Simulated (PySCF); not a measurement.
# C8H10O (2,3-Dimethylphenol): levels of theory compared

We compute a comparison of 4 runs (B2PLYP/def2-SVP, CAM-B3LYP/def2-SVP, M06-2X/def2-SVP, wB97X/def2-SVP) of C8H10O (2,3-Dimethylphenol). The job is set up through a Python script.

The calculation is run with PySCF 2.14.0.

**1. The system as given**

C8H10O: 19 atoms, total charge 0, spin state singlet. As SMILES, `Cc1cccc(O)c1C`. Geometry: relaxed at PBE0-D4/def2-TZVP. This is one conformer, not always the lowest.

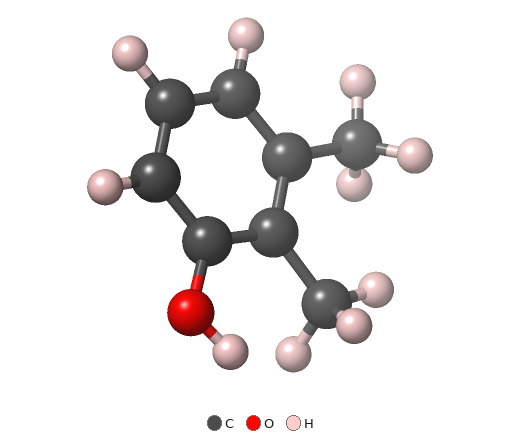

The structure, seen from a chosen angle (carbon dark grey, oxygen red, hydrogen pink).

**2. A single-point energy at B2PLYP/def2-SVP (run 1)**

File calc.py:

```python
from pyscf import gto, dft, mp

mol = gto.Mole()
mol.atom = '''
C      2.033380    -0.892640     0.396690
C      0.881580    -0.142210    -0.204290
C      1.071540     0.566960    -1.385310
C      0.029430     1.270920    -1.967550
C     -1.220140     1.277870    -1.379040
C     -1.415910     0.572350    -0.200720
O     -2.661520     0.609100     0.340130
C     -0.379190    -0.143770     0.402800
C     -0.661940    -0.883960     1.676080
H      2.927060    -0.773600    -0.216410
H      1.825380    -1.963720     0.474570
H      2.271780    -0.535190     1.402650
H      2.050310     0.565100    -1.851700
H      0.193010     1.818950    -2.888410
H     -2.053140     1.818760    -1.810990
H     -2.674210     0.088390     1.147740
H      0.218420    -1.401840     2.050080
H     -1.441740    -1.643300     1.539980
H     -0.994090    -0.208150     2.473690
'''
mol.verbose = 4
mol.max_memory = 1860
mol.basis = 'def2-svp'
mol.build()

myscf = dft.RKS(mol)
myscf.xc = '0.53*HF + 0.47*B88, 0.73*LYP'
myscf.conv_tol = 1e-10
myscf.grids.level = 5
myscf.kernel()
if not myscf.converged:
    myscf = myscf.newton().run(myscf.mo_coeff, myscf.mo_occ)

pt = mp.MP2(myscf, frozen=9).run()
energy = myscf.e_tot + 0.27 * pt.e_corr
print('PT2 part  %.8f' % (0.27 * pt.e_corr))
print(f'total energy: {energy:.8f} hartree')
```

Run with:

```sh
$ OMP_NUM_THREADS=1 python calc.py
```

The program printed:

```text
PySCF version 2.14.0

[... 93 lines left out ...]
converged SCF energy = -384.986153575042
[... 1 line left out ...]
******** <class 'pyscf.mp.mp2.RMP2'> ********
nocc = 24, nmo = 167
frozen orbitals 9
E(RMP2) = -386.521563902359  E_corr = -1.53541032731637
E(SCS-RMP2) = -386.482225846719  E_corr = -1.49607227167669
E_corr(same-spin) = -0.399715524349565
E_corr(oppo-spin) = -1.13569480296681
PT2 part  -0.41456079
total energy: -385.40071436 hartree
```

Run time: 86 s. Hardware: 1 thread of Intel Xeon at 2.70GHz, shared host; peak memory 1.6 GiB.

**3. A single-point energy at CAM-B3LYP/def2-SVP (run 2)**

File input.py:

```python
from pyscf import gto, dft

system = gto.M(
    atom='''
C        2.033380      -0.892640       0.396690
C        0.881580      -0.142210      -0.204290
C        1.071540       0.566960      -1.385310
C        0.029430       1.270920      -1.967550
C       -1.220140       1.277870      -1.379040
C       -1.415910       0.572350      -0.200720
O       -2.661520       0.609100       0.340130
C       -0.379190      -0.143770       0.402800
C       -0.661940      -0.883960       1.676080
H        2.927060      -0.773600      -0.216410
H        1.825380      -1.963720       0.474570
H        2.271780      -0.535190       1.402650
H        2.050310       0.565100      -1.851700
H        0.193010       1.818950      -2.888410
H       -2.053140       1.818760      -1.810990
H       -2.674210       0.088390       1.147740
H        0.218420      -1.401840       2.050080
H       -1.441740      -1.643300       1.539980
H       -0.994090      -0.208150       2.473690
''',
    verbose=4,
    max_memory=1860,
    basis='def2-svp',
)

mf = dft.RKS(system)
mf.xc = 'cam-b3lyp'
mf.conv_tol = 1e-10
mf.grids.level = 5
mf.kernel()
if not mf.converged:
    mf = mf.newton().run(mf.mo_coeff, mf.mo_occ)

etot = mf.e_tot
print('E = %.10f Eh' % etot)
```

Run with:

```sh
$ OMP_NUM_THREADS=1 python input.py
```

The program printed:

```text
PySCF version 2.14.0

[... 91 lines left out ...]
converged SCF energy = -385.611121102009
E = -385.6111211020 Eh
```

It took 3.2 min on 1 thread of Intel Xeon at 2.70GHz, shared host; peak memory 1.6 GiB.

**4. A single-point energy at M06-2X/def2-SVP (run 3)**

File calc.py:

```python
from pyscf import gto, dft

mol = gto.M(
    atom='''
C      2.033380    -0.892640     0.396690
C      0.881580    -0.142210    -0.204290
C      1.071540     0.566960    -1.385310
C      0.029430     1.270920    -1.967550
C     -1.220140     1.277870    -1.379040
C     -1.415910     0.572350    -0.200720
O     -2.661520     0.609100     0.340130
C     -0.379190    -0.143770     0.402800
C     -0.661940    -0.883960     1.676080
H      2.927060    -0.773600    -0.216410
H      1.825380    -1.963720     0.474570
H      2.271780    -0.535190     1.402650
H      2.050310     0.565100    -1.851700
H      0.193010     1.818950    -2.888410
H     -2.053140     1.818760    -1.810990
H     -2.674210     0.088390     1.147740
H      0.218420    -1.401840     2.050080
H     -1.441740    -1.643300     1.539980
H     -0.994090    -0.208150     2.473690
''',
    spin=0,
    max_memory=1860,
    basis='def2-svp',
    verbose=4,
)

ks = dft.RKS(mol)
ks.xc = 'm06-2x'
ks.conv_tol = 1e-10
ks.grids.level = 5
ks.kernel()
if not ks.converged:
    ks = ks.newton().run(ks.mo_coeff, ks.mo_occ)

e_tot = ks.e_tot
print('Final energy', e_tot)
```

Run with:

```sh
$ OMP_NUM_THREADS=1 python calc.py
```

The program printed:

```text
PySCF version 2.14.0

[... 92 lines left out ...]
converged SCF energy = -385.642851962413
Final energy -385.6428519624132
```

It took 2.9 min on 1 thread of Intel Xeon at 2.70GHz, shared host; peak memory 1.6 GiB.

**5. The energy at wB97X/def2-SVP (run 4)**

File input.py:

```python
from pyscf import gto, dft

system = gto.Mole()
system.atom = [
    ('C', (2.033380, -0.892640, 0.396690)),
    ('C', (0.881580, -0.142210, -0.204290)),
    ('C', (1.071540, 0.566960, -1.385310)),
    ('C', (0.029430, 1.270920, -1.967550)),
    ('C', (-1.220140, 1.277870, -1.379040)),
    ('C', (-1.415910, 0.572350, -0.200720)),
    ('O', (-2.661520, 0.609100, 0.340130)),
    ('C', (-0.379190, -0.143770, 0.402800)),
    ('C', (-0.661940, -0.883960, 1.676080)),
    ('H', (2.927060, -0.773600, -0.216410)),
    ('H', (1.825380, -1.963720, 0.474570)),
    ('H', (2.271780, -0.535190, 1.402650)),
    ('H', (2.050310, 0.565100, -1.851700)),
    ('H', (0.193010, 1.818950, -2.888410)),
    ('H', (-2.053140, 1.818760, -1.810990)),
    ('H', (-2.674210, 0.088390, 1.147740)),
    ('H', (0.218420, -1.401840, 2.050080)),
    ('H', (-1.441740, -1.643300, 1.539980)),
    ('H', (-0.994090, -0.208150, 2.473690)),
]
system.spin = 0
system.max_memory = 1860
system.verbose = 3
system.basis = 'def2-svp'
system.build()

mf = dft.RKS(system, xc='wb97x')
mf.grids.level = 5
mf.conv_tol = 1e-10
mf.kernel()
if not mf.converged:
    mf = mf.newton().run(mf.mo_coeff, mf.mo_occ)

etot = mf.e_tot
print('E = %.10f Eh' % etot)
```

Run with:

```sh
$ OMP_NUM_THREADS=1 python input.py
```

The program printed:

```text
converged SCF energy = -385.722442526205
E = -385.7224425262 Eh
```

Wall time 3.6 min (1 thread of Intel Xeon at 2.70GHz, shared host); peak memory 1.6 GiB.

**6. The series**

```csv
run,level,frozen core orbitals,energy (Eh),dipole moment (D),HOMO energy (eV),LUMO energy (eV),wall time
1,B2PLYP/def2-SVP,9,-385.400714,2.01,-6.98,1.47,86 s
2,CAM-B3LYP/def2-SVP,–,-385.611121,2.00,-7.37,1.24,3.2 min
3,M06-2X/def2-SVP,–,-385.642852,2.02,-7.33,0.90,2.9 min
4,wB97X/def2-SVP,–,-385.722443,2.02,-8.37,2.16,3.6 min
```

**7. Summary of results**

```
            quantity          value
 run 4: total energy  -385.72244 Eh
run 4: dipole moment         2.02 D
  run 4: HOMO energy       -8.37 eV
  run 4: LUMO energy        2.16 eV
run 4: HOMO–LUMO gap       10.52 eV
```

What this shows: The dipole moment (its size) runs from 2.00 D (CAM-B3LYP/def2-SVP) to 2.02 D (M06-2X/def2-SVP). The HOMO–LUMO gap runs from 8.23 eV (M06-2X/def2-SVP) to 10.52 eV (wB97X/def2-SVP). Totals of different functionals can't be ranked against each other. All runs together took 11 min, the longest 3.6 min.
